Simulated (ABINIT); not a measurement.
# SrAl3 (Fm-3m): zone-centre phonons, part 3 of 3

Which modes does SrAl3 (Fm-3m) have at the zone centre?

ABINIT 10.8.3; DFT PBEsol, scalar-relativistic, plane waves, PseudoDojo norm-conserving pseudopotentials.

So far. Step 5 (Relaxing the cell and atoms): The volume changes by +0.7 % in this run and stands -14.8 % from the first cell. Step 7 (Linear response at Γ): The acoustic modes at Γ come out as far as 3.8 cm⁻¹ from zero, where they should vanish, a small numerical error. The relaxed cell has a = 6.991 Å (conventional setting).

The structure was built from a prototype and need not be the compound's stable phase.

## (8) Zone-centre analysis

anaddb reads the merged derivatives and imposes the acoustic sum rule.

Input file anaddb.abi:

```
ddb_filepath "gamma_DDB"
output_file "anaddb.abo"
outdata_prefix "anaddb"
asr 1
chneut 1
enunit 2
eivec 1
nph1l 1
qph1l 0.0 0.0 0.0 1.0
```

Input file mrgddb.in:

```
gamma_DDB
merged
2
dfpt_gammao_DDB
gso_DDB
```

Launch:

```sh
mrgddb < mrgddb.in > mrgddb.log
OMP_NUM_THREADS=1 anaddb anaddb.abi > anaddb.log
```

anaddb.abo, the main output file:

```text
-outvars_anaddb: echo values of input variables ----------------------

 Miscellaneous information :
      enunit         2
       eivec         1
         asr         1
 First list of wavevector (reduced coord.) :
       nph1l         1
       qph1l
                     0.00000000E+00  0.00000000E+00  0.00000000E+00    1.000E+00

================================================================================

 read the DDB information and perform some checks

  ==== Info on the Cryst% object ====
 Real(R)+Recip(G) space primitive vectors, cartesian coordinates (Bohr,Bohr^-1):
 R(1)= -6.6059673  0.0000000  6.6059673  G(1)= -0.0756891 -0.0756891  0.0756891
 R(2)=  0.0000000  6.6059673  6.6059673  G(2)=  0.0756891  0.0756891  0.0756891
 R(3)= -6.6059673  6.6059673  0.0000000  G(3)= -0.0756891  0.0756891 -0.0756891
 Unit cell volume ucvol=  5.7655302E+02 bohr^3
 Angles (23,13,12)=  6.00000000E+01  6.00000000E+01  6.00000000E+01 degrees
 Time-reversal symmetry is present
 Reduced atomic positions [iatom, xred, symbol]:
    1)    0.0000000  0.0000000  0.0000000  Sr
    2)    0.5000000  0.5000000  0.5000000  Al
    3)    0.7500000  0.7500000  0.7500000  Al
    4)    0.2500000  0.2500000  0.2500000  Al

 DDB file with 3 blocks has been read.

================================================================================

 Treat the first list of vectors

  Phonon wavevector (reduced coordinates) :  0.00000  0.00000  0.00000
 Phonon energies in Hartree :
   0.000000E+00  0.000000E+00  0.000000E+00  7.660510E-04  7.660510E-04
   7.660510E-04  8.521945E-04  8.521945E-04  8.521945E-04  1.106110E-03
   1.106110E-03  1.106110E-03
 Phonon energies in meV     :
-  0.000000E+00  0.000000E+00  0.000000E+00  2.084531E+01  2.084531E+01
-  2.084531E+01  2.318939E+01  2.318939E+01  2.318939E+01  3.009878E+01
-  3.009878E+01  3.009878E+01
 Phonon frequencies in cm-1    :
-  0.000000E+00  0.000000E+00  0.000000E+00  1.681288E+02  1.681288E+02
-  1.681288E+02  1.870351E+02  1.870351E+02  1.870351E+02  2.427630E+02
-  2.427630E+02  2.427630E+02
 Phonon frequencies in Thz     :
-  0.000000E+00  0.000000E+00  0.000000E+00  5.040374E+00  5.040374E+00
-  5.040374E+00  5.607170E+00  5.607170E+00  5.607170E+00  7.277853E+00
-  7.277853E+00  7.277853E+00
 Phonon energies in Kelvin  :
-  0.000000E+00  0.000000E+00  0.000000E+00  2.418998E+02  2.418998E+02
-  2.418998E+02  2.691017E+02  2.691017E+02  2.691017E+02  3.492819E+02
-  3.492819E+02  3.492819E+02

 Eigendisplacements
 (will be given, for each mode : in cartesian coordinates
   for each atom the real part of the displacement vector,
   then the imaginary part of the displacement vector - absolute values smaller than 1.0d-7 are set to zero)
  Mode number    1   Energy    0.000000E+00
 Attention : low frequency mode.
   (Could be unstable or acoustic mode)
-  1  0.00000000E+00  0.00000000E+00  1.80398429E-03
-     0.00000000E+00  0.00000000E+00  0.00000000E+00
-  2  0.00000000E+00  0.00000000E+00  1.80402294E-03
-     0.00000000E+00  0.00000000E+00  0.00000000E+00
-  3  0.00000000E+00  0.00000000E+00  1.80401673E-03
-     0.00000000E+00  0.00000000E+00  0.00000000E+00
-  4  0.00000000E+00  0.00000000E+00  1.80401673E-03
-     0.00000000E+00  0.00000000E+00  0.00000000E+00
  Mode number    2   Energy    0.000000E+00
 Attention : low frequency mode.
   (Could be unstable or acoustic mode)
-  1  0.00000000E+00 -1.80398429E-03  0.00000000E+00
-     0.00000000E+00  0.00000000E+00  0.00000000E+00
-  2  0.00000000E+00 -1.80402294E-03  0.00000000E+00
-     0.00000000E+00  0.00000000E+00  0.00000000E+00
-  3  0.00000000E+00 -1.80401673E-03  0.00000000E+00
-     0.00000000E+00  0.00000000E+00  0.00000000E+00
-  4  0.00000000E+00 -1.80401673E-03  0.00000000E+00
-     0.00000000E+00  0.00000000E+00  0.00000000E+00
  Mode number    3   Energy    0.000000E+00
 Attention : low frequency mode.
   (Could be unstable or acoustic mode)
-  1  1.80398429E-03  0.00000000E+00  0.00000000E+00
-     0.00000000E+00  0.00000000E+00  0.00000000E+00
-  2  1.80402294E-03  0.00000000E+00  0.00000000E+00
-     0.00000000E+00  0.00000000E+00  0.00000000E+00
-  3  1.80401673E-03  0.00000000E+00  0.00000000E+00
-     0.00000000E+00  0.00000000E+00  0.00000000E+00
-  4  1.80401673E-03  0.00000000E+00  0.00000000E+00
-     0.00000000E+00  0.00000000E+00  0.00000000E+00
  Mode number    4   Energy    7.660510E-04
-  1  0.00000000E+00  0.00000000E+00 -1.20122208E-03
-     0.00000000E+00  0.00000000E+00  0.00000000E+00
-  2  0.00000000E+00  0.00000000E+00  3.95529972E-03
-     0.00000000E+00  0.00000000E+00  0.00000000E+00
-  3  0.00000000E+00  0.00000000E+00 -2.72640993E-05
-     0.00000000E+00  0.00000000E+00  0.00000000E+00
-  4  0.00000000E+00  0.00000000E+00 -2.72640993E-05
-     0.00000000E+00  0.00000000E+00  0.00000000E+00
  Mode number    5   Energy    7.660510E-04
-  1  0.00000000E+00 -1.20122208E-03  0.00000000E+00
-     0.00000000E+00  0.00000000E+00  0.00000000E+00
-  2  0.00000000E+00  3.95529972E-03  0.00000000E+00
-     0.00000000E+00  0.00000000E+00  0.00000000E+00
-  3  0.00000000E+00 -2.72640993E-05  0.00000000E+00
-     0.00000000E+00  0.00000000E+00  0.00000000E+00
-  4  0.00000000E+00 -2.72640993E-05  0.00000000E+00
-     0.00000000E+00  0.00000000E+00  0.00000000E+00
  Mode number    6   Energy    7.660510E-04
-  1  1.20122208E-03  0.00000000E+00  0.00000000E+00
-     0.00000000E+00  0.00000000E+00  0.00000000E+00
-  2 -3.95529972E-03  0.00000000E+00  0.00000000E+00
-     0.00000000E+00  0.00000000E+00  0.00000000E+00
-  3  2.72640993E-05  0.00000000E+00  0.00000000E+00
-     0.00000000E+00  0.00000000E+00  0.00000000E+00
-  4  2.72640993E-05  0.00000000E+00  0.00000000E+00
-     0.00000000E+00  0.00000000E+00  0.00000000E+00
  Mode number    7   Energy    8.521945E-04
-  1  0.00000000E+00  0.00000000E+00  0.00000000E+00
-     0.00000000E+00  0.00000000E+00  0.00000000E+00
-  2  0.00000000E+00  0.00000000E+00  0.00000000E+00
-     0.00000000E+00  0.00000000E+00  0.00000000E+00
-  3  0.00000000E+00 -1.87878451E-07 -3.18839113E-03
-     0.00000000E+00  0.00000000E+00  0.00000000E+00
-  4  0.00000000E+00  1.87878451E-07  3.18839113E-03
-     0.00000000E+00  0.00000000E+00  0.00000000E+00
  Mode number    8   Energy    8.521945E-04
-  1  0.00000000E+00  0.00000000E+00  0.00000000E+00
-     0.00000000E+00  0.00000000E+00  0.00000000E+00
-  2  0.00000000E+00  0.00000000E+00  0.00000000E+00
-     0.00000000E+00  0.00000000E+00  0.00000000E+00
-  3  1.04584950E-07 -3.18839112E-03  1.87878565E-07
-     0.00000000E+00  0.00000000E+00  0.00000000E+00
-  4 -1.04584950E-07  3.18839112E-03 -1.87878565E-07
-     0.00000000E+00  0.00000000E+00  0.00000000E+00
  Mode number    9   Energy    8.521945E-04
-  1  0.00000000E+00  0.00000000E+00  0.00000000E+00
-     0.00000000E+00  0.00000000E+00  0.00000000E+00
-  2  0.00000000E+00  0.00000000E+00  0.00000000E+00
-     0.00000000E+00  0.00000000E+00  0.00000000E+00
-  3  3.18839113E-03  1.04585154E-07  0.00000000E+00
-     0.00000000E+00  0.00000000E+00  0.00000000E+00
-  4 -3.18839113E-03 -1.04585154E-07  0.00000000E+00
-     0.00000000E+00  0.00000000E+00  0.00000000E+00
  Mode number   10   Energy    1.106110E-03
-  1  0.00000000E+00  0.00000000E+00  1.25044172E-03
-     0.00000000E+00  0.00000000E+00  0.00000000E+00
-  2  0.00000000E+00  0.00000000E+00  1.19698847E-03
-     0.00000000E+00  0.00000000E+00  0.00000000E+00
-  3  0.00000000E+00 -1.54929660E-07 -2.62880549E-03
-     0.00000000E+00  0.00000000E+00  0.00000000E+00
-  4  0.00000000E+00 -1.54929660E-07 -2.62880549E-03
-     0.00000000E+00  0.00000000E+00  0.00000000E+00
  Mode number   11   Energy    1.106110E-03
-  1  0.00000000E+00  1.25044172E-03  0.00000000E+00
-     0.00000000E+00  0.00000000E+00  0.00000000E+00
-  2  0.00000000E+00  1.19698847E-03  0.00000000E+00
-     0.00000000E+00  0.00000000E+00  0.00000000E+00
-  3  0.00000000E+00 -2.62880549E-03  1.54929908E-07
-     0.00000000E+00  0.00000000E+00  0.00000000E+00
-  4  0.00000000E+00 -2.62880549E-03  1.54929908E-07
-     0.00000000E+00  0.00000000E+00  0.00000000E+00
  Mode number   12   Energy    1.106110E-03
-  1  1.25044172E-03  0.00000000E+00  0.00000000E+00
-     0.00000000E+00  0.00000000E+00  0.00000000E+00
-  2  1.19698847E-03  0.00000000E+00  0.00000000E+00
-     0.00000000E+00  0.00000000E+00  0.00000000E+00
-  3 -2.62880549E-03  0.00000000E+00  0.00000000E+00
-     0.00000000E+00  0.00000000E+00  0.00000000E+00
-  4 -2.62880549E-03  0.00000000E+00  0.00000000E+00
-     0.00000000E+00  0.00000000E+00  0.00000000E+00

 Analysis of degeneracies and characters (maximum tolerance=1.00E-06 a.u.)
 For each vibration mode, or group of modes if degenerate,
 the characters are given for each symmetry operation (see the list in the log file).
 Symmetry characters of vibration mode #   1
       degenerate with vibration modes #   2 to    3
  3.0 -3.0 -1.0  1.0 -1.0  1.0 -1.0  1.0  1.0 -1.0 -1.0  1.0  1.0 -1.0 -1.0  1.0
 -0.0  0.0 -0.0  0.0 -0.0  0.0  0.0 -0.0  1.0 -1.0 -1.0  1.0 -1.0  1.0  1.0 -1.0
  0.0 -0.0 -0.0  0.0  0.0 -0.0  0.0 -0.0  1.0 -1.0  1.0 -1.0 -1.0  1.0 -1.0  1.0
 Symmetry characters of vibration mode #   4
       degenerate with vibration modes #   5 to    6
  3.0 -3.0 -1.0  1.0 -1.0  1.0 -1.0  1.0  1.0 -1.0 -1.0  1.0  1.0 -1.0 -1.0  1.0
 -0.0  0.0 -0.0  0.0  0.0 -0.0  0.0 -0.0  1.0 -1.0 -1.0  1.0 -1.0  1.0  1.0 -1.0
  0.0 -0.0 -0.0  0.0 -0.0  0.0 -0.0  0.0  1.0 -1.0  1.0 -1.0 -1.0  1.0 -1.0  1.0
 Symmetry characters of vibration mode #   7
       degenerate with vibration modes #   8 to    9
  3.0  3.0 -1.0 -1.0 -1.0 -1.0 -1.0 -1.0  1.0  1.0 -1.0 -1.0  1.0  1.0 -1.0 -1.0
  0.0  0.0 -0.0 -0.0  0.0  0.0 -0.0 -0.0  1.0  1.0 -1.0 -1.0 -1.0 -1.0  1.0  1.0
  0.0  0.0  0.0  0.0 -0.0 -0.0 -0.0 -0.0  1.0  1.0  1.0  1.0 -1.0 -1.0 -1.0 -1.0
 Symmetry characters of vibration mode #  10
       degenerate with vibration modes #  11 to   12
  3.0 -3.0 -1.0  1.0 -1.0  1.0 -1.0  1.0  1.0 -1.0 -1.0  1.0  1.0 -1.0 -1.0  1.0
  0.0 -0.0 -0.0  0.0  0.0 -0.0 -0.0  0.0  1.0 -1.0 -1.0  1.0 -1.0  1.0  1.0 -1.0
  0.0 -0.0  0.0 -0.0 -0.0  0.0 -0.0  0.0  1.0 -1.0  1.0 -1.0 -1.0  1.0 -1.0  1.0
-
```

The job ended after 0.56 s (1 thread of Arm Neoverse V2, shared host).

Numbers from this step:

| Item | Value |
| --- | --- |
| lowest optical zone-centre mode | 168.1 cm⁻¹ |

No LO-TO term; unit eigenvectors of the mass-weighted matrix, from anaddb's displacements. The modes at Γ (shares of kinetic energy by element, %):

```csv
mode,frequency (cm⁻¹),symmetry,Sr %,Al %
1,0.0,acoustic,52,48
2,0.0,acoustic,52,48
3,0.0,acoustic,52,48
4,168.1,T1u,23,77
5,168.1,T1u,23,77
6,168.1,T1u,23,77
7,187.0,T2g,0,100
8,187.0,T2g,0,100
9,187.0,T2g,0,100
10,242.8,T1u,25,75
11,242.8,T1u,25,75
12,242.8,T1u,25,75
```

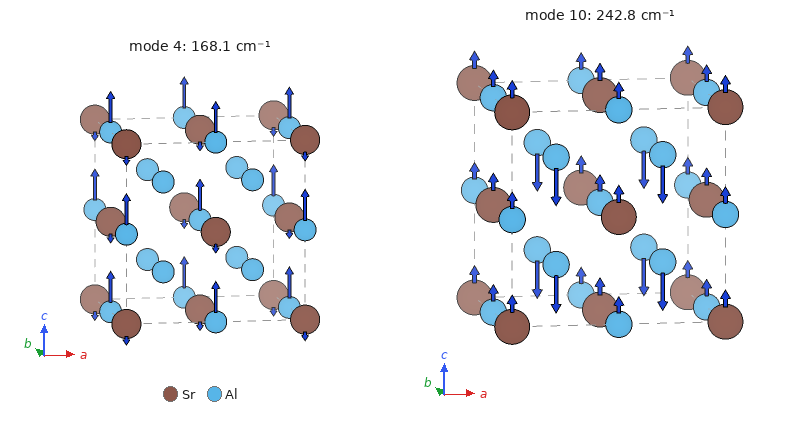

Displacement patterns of modes 4 and 10 at Γ; arrows are exaggerated. Some periodic images of atoms are drawn too.

The rule moves no optical mode by more than 0.1 cm⁻¹.

## (9) Summary of results

| Property | Result |
| --- | --- |
| space group after relaxation | Fm-3m |
| volume per atom | 21.4 Å³ |
| highest optical zone-centre mode (no LO-TO term) | 242.8 cm⁻¹ |
| lowest optical zone-centre mode | 168.1 cm⁻¹ |
| imaginary optical modes at the zone centre (no q mesh in this session) | none |

In words: At the PBEsol level the optical modes of SrAl3 (Fm-3m) at the zone centre run from 168 to 243 cm⁻¹. These are harmonic frequencies at zero temperature: anharmonic shifts and linewidths and thermal expansion are left out. In a metal the frequencies hang on the k mesh and the smearing, most of all near Kohn anomalies. The runs are without spin polarisation, although the cell has an odd electron count or an open d or f shell, so a magnetic state was not tested. The structure is a hypothetical one, built on a prototype.

[Host names and launcher messages were left out of these logs when they were recorded.]

[Logs are printed without paths, hosts, clocks, repeated set-up lines and the standing remarks that a program may print on its own settings, such as how far it seeks lower states.]

[Hosts, paths, dates, database ids (printed as entryN), source tags and the programs' standing remarks are cut or masked in the printed files.]
